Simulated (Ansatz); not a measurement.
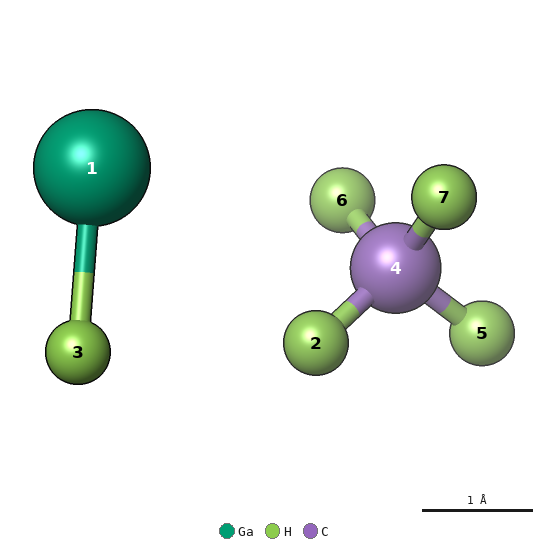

Orthographic view. Atoms fade into the background with distance from the viewer. The computed structure is the end point of a PBE0-D4/def2-TZVP optimisation.

Give the distance matrix in Å.

```tsv
atom	Ga1	H2	H3	C4	H5	H6	H7
Ga1	0.00						
H2	2.84	0.00					
H3	1.68	2.53	0.00				
C4	3.34	1.09	3.47	0.00			
H5	4.39	1.77	4.30	1.09	0.00		
H6	3.32	1.79	3.75	1.09	1.78	0.00	
H7	3.33	1.79	3.75	1.09	1.78	1.78	0.00
```
